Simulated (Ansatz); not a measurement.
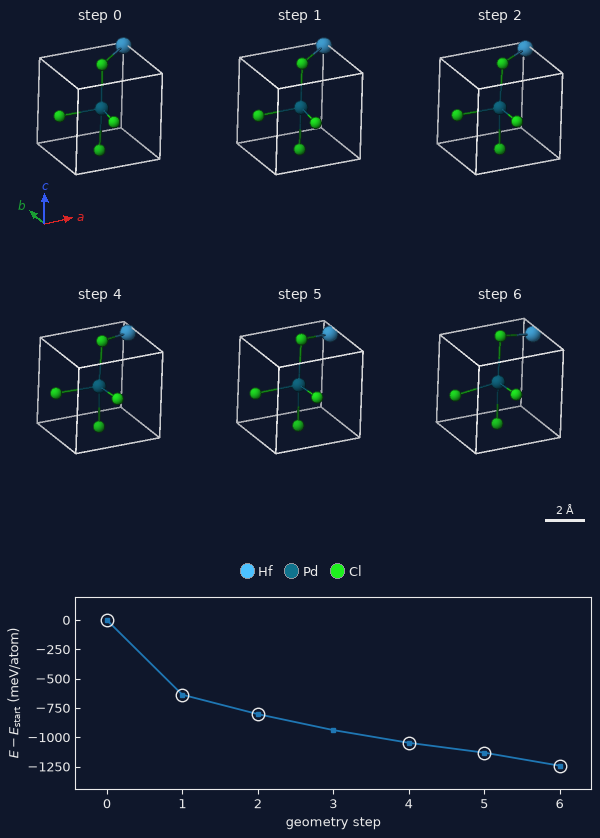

Frames of a relaxation of crystalline HfPdCl$_{3}$ (built on the cubic perovskite type) (coarse preliminary run), marked on the history of the run. Style: ball-and-stick. Shown: the cell of the calculation, from a free direction.

Level of theory: DFT r2SCAN, scalar-relativistic, plane waves, PAW (Ansatz). (plane-wave cutoff 500 eV; k-point mesh 6 × 6 × 6; occupations gaussian; smearing width 0.1 eV; no spin polarisation; cell and atoms relaxed; force threshold 0.015 eV/Å; at most 120 steps)

Q: Describe the path.

A: The run was cut off at its time limit before the relaxation converged, so the last structure is only a point on the way. The energy falls by 1242 meV per atom in 6 geometry steps. The largest force component goes from 17 to 0.83 eV/Å. Pressure: 12.85 GPa at the start and 3.43 GPa at the end. The atom that moves furthest relative to the cell is the Hf atom (1.00 Å along [0 −3 −1]). Largest moves by element: Hf 1.00 Å, Pd 0.42 Å, Cl 0.39 Å. The drawn cell changes as follows: a 4.879 → 4.878 Å (0.0 %), b 4.781 → 4.756 Å (−0.5 %), c 4.852 → 4.951 Å (+2.0 %), α 90.7° → 90.1°, β 88.3° → 87.0°, γ 89.9° → 91.0°; the volume changes by +1.4 %. Among the contacts that change: Cl–Hf 3.461 → 4.587 Å, Cl–Hf 3.571 → 4.656 Å, Cl–Hf 3.477 → 4.322 Å, Cl–Hf 3.212 → 2.396 Å. New bonds form, among them: Cl–Pd (2.99 → 2.43 Å). Among the angles between lasting bonds that change: Hf–Cl–Hf 94.5° → 134.7°, Cl–Hf–Cl 94.5° → 134.7°, Cl–Hf–Cl 96.5° → 131.8°. The space group stays P1 (No. 1). From step 0 to 1: a Cl atom moves most (0.19 Å), volume +0.4 %, energy −637 meV per atom. From step 1 to 2: the Hf atom moves most (0.19 Å), volume −1.7 %, energy −165 meV per atom. From step 2 to 4: the Hf atom moves most (0.39 Å), volume −1.1 %, energy −245 meV per atom. From step 4 to 5: the Hf atom moves most (0.19 Å), volume +1.3 %, energy −84.1 meV per atom. From step 5 to 6: the Hf atom moves most (0.20 Å), volume +2.5 %, energy −111 meV per atom.
